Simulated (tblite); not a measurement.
Geometry relaxation, with input and output: C4H10NSi2

- system: C4H10NSi2, multiplicity 2
- method: GFN2-xTB geometry optimisation, gas phase (tblite 0.8.0)

It belongs to a series of runs on one base structure; here: H removed from Si.

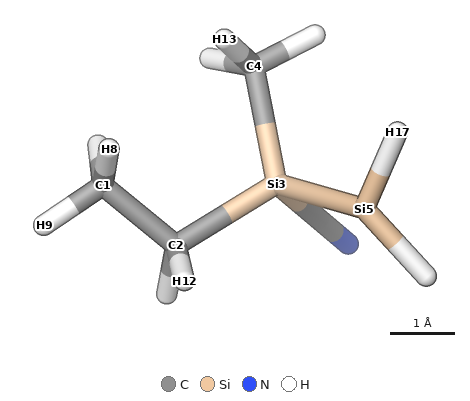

The input geometry (stick view, seen at a tilt; atoms are numbered from 1 in the order of the input).

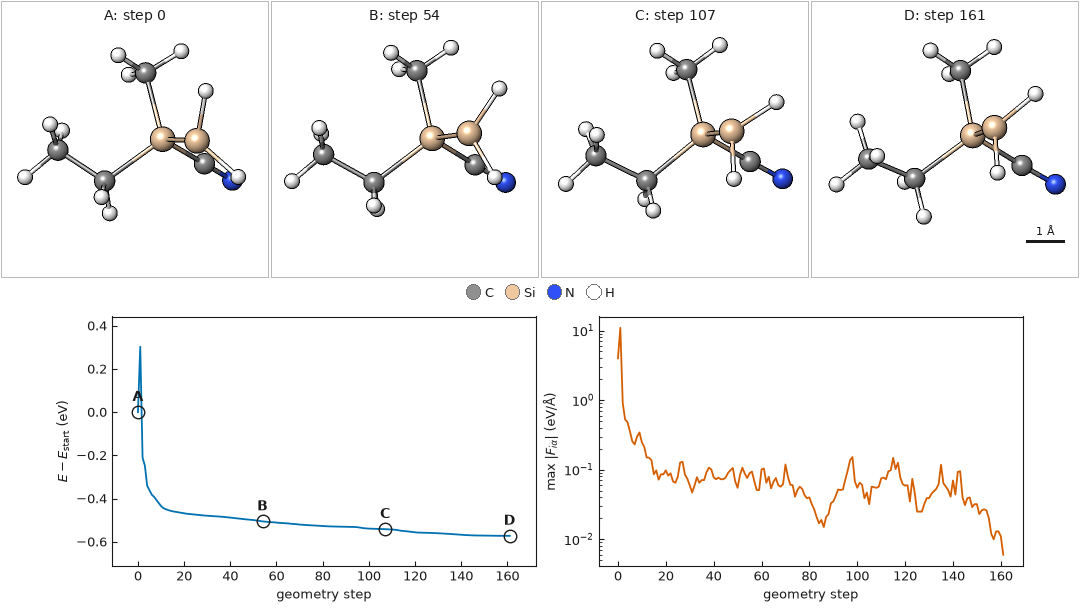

Frames of the relaxation (ball-and-stick view, seen at a tilt) above the curves, on which the letters mark them (steps are counted from 0).

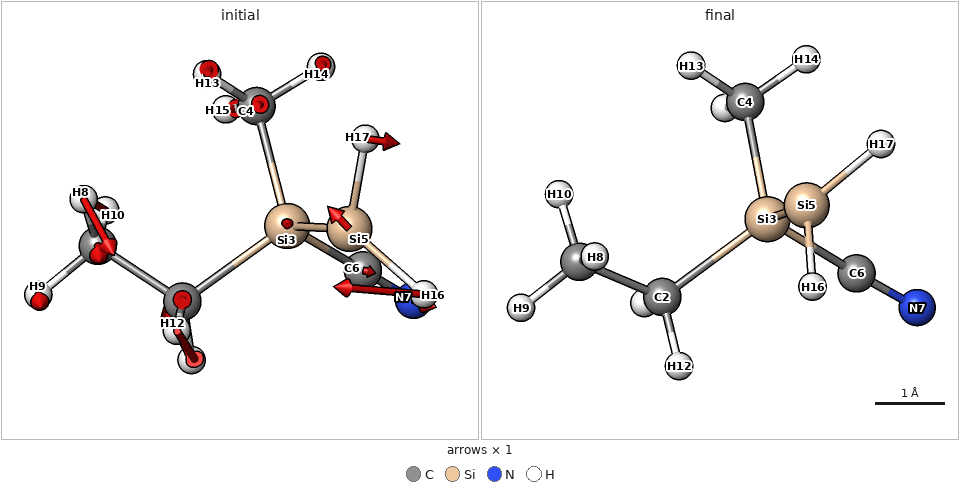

Before (left) and after (right) the relaxation, at one scale (ball-and-stick view, seen at a tilt). The red arrows give the displacements, at true length. The atom that moves furthest after the best rigid fit is H16 (1.53 Å). Largest moves by element: H 1.53 Å, C 0.63 Å, Si 0.48 Å, N 0.47 Å. Among the contacts that change: Si3–Si5 2.209 → 2.288 Å, Si3–C6 1.801 → 1.877 Å, C1–H9 1.123 → 1.089 Å, C2–Si3 1.884 → 1.916 Å. Among the angles that change: H16–Si5–H17 115.5° → 106.4°, Si3–Si5–H17 114.0° → 120.9°, Si3–C6–N7 178.5° → 171.9°. Over 161 geometry steps the energy falls by 0.573 eV. Largest force component: 4 eV/Å at the start, 0.006 eV/Å at the end. (Atoms are counted from 1 in the order of the input.)

The input and output of the run follow.

## The input
```
{"job": {"kind": "relax", "xc": "GFN2-xTB", "basis": "xTB"}, "charge": 0, "multiplicity": 2}
C     -1.962300    -0.424500     0.680200
C     -0.675500    -1.167400     0.523400
Si     0.614600    -0.065100    -0.295300
C     -0.138900     1.565000    -0.856800
Si     2.221300     0.232500     1.190700
C      1.198400    -0.887300    -1.787100
N      1.605100    -1.434900    -2.746200
H     -1.880800     0.379000     1.438300
H     -2.717000    -1.150000     1.085800
H     -2.268000    -0.067500    -0.305500
H     -0.745900    -2.115400    -0.029400
H     -0.322100    -1.421800     1.557500
H     -0.575100     2.121700    -0.011400
H      0.661100     2.137500    -1.351100
H     -0.928600     1.348200    -1.588900
H      3.358200    -0.663400     1.050400
H      2.548400     1.625400     1.435200
```

The first line tells a small driver script what to run in tblite; the rest is the geometry in Å.

Command:
```bash
OMP_NUM_THREADS=1 python <driver script> task.json out
```

## The program's output
```
step      E/eV     max force
  0    -541.45672    4.738
  1    -541.15445   13.498
  2    -541.66726    1.022
  3    -541.70479    0.577
  4    -541.79793    0.646
  5    -541.81840    0.460
  6    -541.83913    0.280
  7    -541.84928    0.268
  8    -541.86368    0.346
  9    -541.87759    0.397
 10    -541.89179    0.311
 11    -541.90088    0.238
 12    -541.90621    0.184
 13    -541.91004    0.166
 14    -541.91346    0.141
 15    -541.91598    0.107
 16    -541.91790    0.103
 17    -541.91974    0.111
 18    -541.92168    0.103
 19    -541.92367    0.108
 20    -541.92552    0.112
 21    -541.92700    0.093
 22    -541.92812    0.093
 23    -541.92909    0.078
 24    -541.93005    0.080
 25    -541.93114    0.118
 26    -541.93238    0.145
 27    -541.93362    0.143
 28    -541.93478    0.120
 29    -541.93575    0.094
 30    -541.93645    0.075
 31    -541.93697    0.064
 32    -541.93746    0.068
 33    -541.93806    0.086
 34    -541.93885    0.100
 35    -541.93976    0.092
 36    -541.94067    0.086
 37    -541.94165    0.108
 38    -541.94278    0.135
 39    -541.94396    0.134
 40    -541.94505    0.100
 41    -541.94605    0.076
 42    -541.94695    0.083
 43    -541.94796    0.098
 44    -541.94930    0.086
 45    -541.95081    0.085
 46    -541.95230    0.096
 47    -541.95356    0.132
 48    -541.95443    0.134
 49    -541.95540    0.093
 50    -541.95646    0.056
 51    -541.95786    0.110
 52    -541.95952    0.152
 53    -541.96133    0.116
 54    -541.96276    0.099
 55    -541.96377    0.118
 56    -541.96478    0.137
 57    -541.96568    0.091
 58    -541.96663    0.052
 59    -541.96697    0.053
 60    -541.96822    0.125
 61    -541.96922    0.122
 62    -541.97017    0.073
 63    -541.97061    0.081
 64    -541.97121    0.070
 65    -541.97203    0.087
 66    -541.97335    0.082
 67    -541.97412    0.071
 68    -541.97502    0.072
 69    -541.97596    0.089
 70    -541.97741    0.132
 71    -541.97825    0.083
 72    -541.97915    0.076
 73    -541.97959    0.075
 74    -541.98025    0.052
 75    -541.98070    0.052
 76    -541.98131    0.061
 77    -541.98197    0.058
 78    -541.98294    0.058
 79    -541.98394    0.053
 80    -541.98469    0.047
 81    -541.98515    0.042
 82    -541.98552    0.033
 83    -541.98585    0.025
 84    -541.98609    0.021
 85    -541.98624    0.021
 86    -541.98633    0.021
 87    -541.98641    0.028
 88    -541.98656    0.029
 89    -541.98679    0.037
 90    -541.98713    0.038
 91    -541.98750    0.047
 92    -541.98784    0.057
 93    -541.98816    0.063
 94    -541.98864    0.069
 95    -541.98953    0.082
 96    -541.99115    0.107
 97    -541.99294    0.159
 98    -541.99440    0.190
 99    -541.99542    0.087
100    -541.99605    0.072
101    -541.99651    0.085
102    -541.99702    0.077
103    -541.99732    0.048
104    -541.99752    0.052
105    -541.99775    0.055
106    -541.99808    0.084
107    -541.99862    0.078
108    -541.99903    0.061
109    -541.99962    0.059
110    -542.00022    0.076
111    -542.00122    0.079
112    -542.00204    0.084
113    -542.00411    0.125
114    -542.00620    0.138
115    -542.00687    0.191
116    -542.00829    0.123
117    -542.00931    0.181
118    -542.01060    0.089
119    -542.01148    0.067
120    -542.01319    0.063
121    -542.01426    0.075
122    -542.01465    0.038
123    -542.01478    0.084
124    -542.01519    0.047
125    -542.01548    0.037
126    -542.01582    0.036
127    -542.01608    0.032
128    -542.01644    0.044
129    -542.01692    0.051
130    -542.01749    0.046
131    -542.01798    0.047
132    -542.01846    0.051
133    -542.01912    0.055
134    -542.01990    0.066
135    -542.02039    0.147
136    -542.02142    0.101
137    -542.02223    0.065
138    -542.02336    0.053
139    -542.02421    0.050
140    -542.02506    0.092
141    -542.02559    0.045
142    -542.02597    0.131
143    -542.02628    0.140
144    -542.02692    0.042
145    -542.02745    0.039
146    -542.02773    0.043
147    -542.02793    0.042
148    -542.02815    0.030
149    -542.02832    0.033
150    -542.02847    0.033
151    -542.02862    0.027
152    -542.02881    0.028
153    -542.02900    0.032
154    -542.02915    0.030
155    -542.02925    0.023
156    -542.02931    0.014
157    -542.02934    0.012
158    -542.02938    0.015
159    -542.02942    0.016
160    -542.02946    0.012
161    -542.02948    0.008
```

## Trajectory as extended XYZ (Å, eV, eV/Å), 6 of the 162 frames kept, from step=0 to step=161
```
17
Properties=species:S:1:pos:R:3:forces:R:3 step=0 energy=-541.45672
C    -1.9623   -0.4245    0.6802   -1.3180  -0.7670   0.5560
C    -0.6755   -1.1674    0.5234    0.9220  -0.7110   0.9690
Si    0.6146   -0.0651   -0.2953   -0.6220   0.4160   0.6450
C    -0.1389    1.5650   -0.8568   -0.1410   0.2660  -0.3250
Si    2.2213    0.2325    1.1907    0.8230   0.1030   0.8030
C     1.1984   -0.8873   -1.7871    1.3750  -2.1600  -3.9860
N     1.6051   -1.4349   -2.7462   -0.9440   1.4030   2.5040
H    -1.8808    0.3790    1.4383    0.0020  -0.2770  -0.7430
H    -2.7170   -1.1500    1.0858    0.2540   0.7570  -0.4750
H    -2.2680   -0.0675   -0.3055   -0.3640   0.1520   0.4970
H    -0.7459   -2.1154   -0.0294   -0.4200   0.2900   0.2180
H    -0.3221   -1.4218    1.5575   -0.1440  -0.1110  -0.7520
H    -0.5751    2.1217   -0.0114    0.3250  -0.1430  -0.5780
H     0.6611    2.1375   -1.3511   -0.6050   0.0930   0.2390
H    -0.9286    1.3482   -1.5889    0.2360   0.4130   0.1860
H     3.3582   -0.6634    1.0504    0.2630   0.0980   0.1400
H     2.5484    1.6254    1.4352    0.3560   0.1770   0.1020
17
Properties=species:S:1:pos:R:3:forces:R:3 step=32 energy=-541.93746
C    -2.0676   -0.5020    0.7189    0.0150   0.0030  -0.0070
C    -0.7251   -1.1915    0.5023    0.0070  -0.0100  -0.0060
Si    0.6402   -0.0569   -0.2405    0.0340   0.0590  -0.0010
C    -0.1068    1.5766   -0.8849   -0.0220   0.0160   0.0040
Si    2.3535    0.3268    1.2340    0.0080   0.0120  -0.0040
C     1.1779   -0.9164   -1.8176   -0.0130  -0.0310  -0.0250
N     1.6029   -1.4528   -2.7401    0.0230   0.0020   0.0090
H    -1.9650    0.3583    1.3777    0.0120  -0.0150   0.0150
H    -2.7813   -1.1908    1.1690    0.0040   0.0150   0.0000
H    -2.4831   -0.1580   -0.2254    0.0000   0.0000  -0.0010
H    -0.8754   -2.0499   -0.1542   -0.0130  -0.0280   0.0000
H    -0.3799   -1.5928    1.4575    0.0050  -0.0190   0.0090
H    -0.5306    2.1526   -0.0678   -0.0160   0.0090  -0.0040
H     0.6397    2.1990   -1.3709    0.0140  -0.0420   0.0130
H    -0.8968    1.3899   -1.6074   -0.0130   0.0400   0.0040
H     3.5121   -0.5707    1.2623   -0.0520   0.0250   0.0240
H     2.8784    1.6906    1.3773    0.0070  -0.0370  -0.0280
17
Properties=species:S:1:pos:R:3:forces:R:3 step=64 energy=-541.97121
C    -2.0331   -0.5379    0.7876    0.0020  -0.0100   0.0320
C    -0.7171   -1.2149    0.4232   -0.0190  -0.0220  -0.0090
Si    0.6054   -0.0301   -0.3054    0.0370  -0.0390  -0.0410
C    -0.1330    1.6216   -0.9006    0.0020   0.0250  -0.0020
Si    2.2508    0.4598    1.2059    0.0340  -0.0140  -0.0010
C     1.2147   -0.9036   -1.8525   -0.0090  -0.0200   0.0100
N     1.7323   -1.4717   -2.7077   -0.0190   0.0430   0.0180
H    -1.8779    0.2641    1.5062    0.0270   0.0160   0.0060
H    -2.7182   -1.2575    1.2336   -0.0150   0.0010  -0.0050
H    -2.5152   -0.1184   -0.0936    0.0460  -0.0080   0.0180
H    -0.9255   -2.0161   -0.2871    0.0090  -0.0190  -0.0290
H    -0.3049   -1.6995    1.3117   -0.0380   0.0140   0.0040
H    -0.5128    2.1809   -0.0508   -0.0540   0.0390  -0.0230
H     0.6298    2.2300   -1.3767    0.0040   0.0140  -0.0240
H    -0.9436    1.4976   -1.6122   -0.0050  -0.0290   0.0100
H     3.0972   -0.5730    1.8070   -0.0220  -0.0110   0.0150
H     3.1440    1.5807    0.9015    0.0200   0.0190   0.0210
17
Properties=species:S:1:pos:R:3:forces:R:3 step=97 energy=-541.99294
C    -1.9180   -0.5093    0.9342   -0.0080  -0.0250  -0.0040
C    -0.6834   -1.1996    0.3660   -0.0170   0.0430  -0.0380
Si    0.6114    0.0186   -0.3559   -0.0320   0.0660  -0.0190
C    -0.2113    1.5973   -1.0484   -0.0330   0.0340   0.0150
Si    2.1765    0.4792    1.2424    0.0290   0.0240   0.0400
C     1.2802   -0.8413   -1.8817    0.0450  -0.0660  -0.1370
N     1.8179   -1.3532   -2.7600   -0.0330   0.0390   0.0930
H    -1.6572    0.1954    1.7215    0.0650  -0.0020  -0.0090
H    -2.6003   -1.2421    1.3562   -0.0540  -0.0720   0.0610
H    -2.4592    0.0304    0.1605    0.0570   0.0240  -0.0390
H    -0.9960   -1.9043   -0.4083   -0.0100   0.0040   0.0610
H    -0.2094   -1.7903    1.1543   -0.0590  -0.0080  -0.0450
H    -0.6951    2.1630   -0.2573   -0.0050  -0.0040   0.0300
H     0.5172    2.2540   -1.5149    0.0360  -0.0340  -0.0060
H    -0.9681    1.3716   -1.7959    0.0260  -0.0390   0.0040
H     2.6646   -0.6096    2.0957    0.0070   0.0240  -0.0130
H     3.3230    1.3523    0.9816   -0.0150  -0.0080   0.0050
17
Properties=species:S:1:pos:R:3:forces:R:3 step=129 energy=-542.01692
C    -1.7288   -0.5183    1.1632   -0.0160   0.0040  -0.0130
C    -0.7711   -1.1970    0.1928   -0.0030  -0.0030  -0.0100
Si    0.5744    0.0108   -0.4404    0.0130  -0.0080   0.0060
C    -0.2332    1.5617   -1.2041   -0.0030   0.0090   0.0140
Si    1.9767    0.5464    1.2863   -0.0190  -0.0060   0.0070
C     1.3907   -0.8545   -1.8900    0.0180   0.0080   0.0160
N     2.0520   -1.3400   -2.6946   -0.0110  -0.0230  -0.0120
H    -1.1861   -0.0261    1.9697    0.0090  -0.0280   0.0130
H    -2.4144   -1.2383    1.6082    0.0050   0.0010  -0.0270
H    -2.3192    0.2337    0.6441   -0.0140   0.0130   0.0200
H    -1.3390   -1.6069   -0.6443   -0.0130  -0.0020   0.0110
H    -0.2993   -2.0481    0.6871    0.0200   0.0120   0.0010
H    -0.8015    2.1047   -0.4557   -0.0180   0.0390   0.0280
H     0.5128    2.2420   -1.6046    0.0020  -0.0230  -0.0170
H    -0.9148    1.3056   -2.0103    0.0100  -0.0060  -0.0310
H     2.2807   -0.4624    2.3049    0.0080  -0.0160   0.0070
H     3.2131    1.2986    1.0779    0.0120   0.0290  -0.0120
17
Properties=species:S:1:pos:R:3:forces:R:3 step=161 energy=-542.02948
C    -1.6937   -0.5731    1.2396   -0.0010   0.0050   0.0060
C    -0.8341   -1.1716    0.1344   -0.0040   0.0000   0.0020
Si    0.5576    0.0144   -0.4368    0.0020   0.0060  -0.0010
C    -0.1843    1.5694   -1.2586    0.0020   0.0000  -0.0020
Si    1.9110    0.5754    1.3200    0.0030   0.0010  -0.0010
C     1.3953   -0.9086   -1.8401    0.0020  -0.0050   0.0050
N     2.0436   -1.4640   -2.6093    0.0000   0.0060  -0.0010
H    -1.0879   -0.3239    2.1104    0.0010  -0.0060  -0.0030
H    -2.4661   -1.2732    1.5543    0.0020  -0.0040  -0.0020
H    -2.1841    0.3358    0.8964   -0.0030  -0.0010  -0.0040
H    -1.4719   -1.4330   -0.7121   -0.0010   0.0020   0.0040
H    -0.3956   -2.1067    0.4876    0.0000   0.0020   0.0000
H    -0.7527    2.1563   -0.5425    0.0010  -0.0010  -0.0030
H     0.5963    2.2090   -1.6603    0.0010  -0.0040   0.0000
H    -0.8495    1.3114   -2.0785    0.0000   0.0010   0.0030
H     2.4168   -0.4550    2.2313   -0.0010   0.0040  -0.0050
H     2.9923    1.5494    1.1543   -0.0030  -0.0060   0.0000
```

## Key numbers

- outcome: converged
- total energy: −542.0295 eV
- hardware: 1 CPU thread, shared host
- wall time: 1.1 s
- peak memory: 0.18 GiB
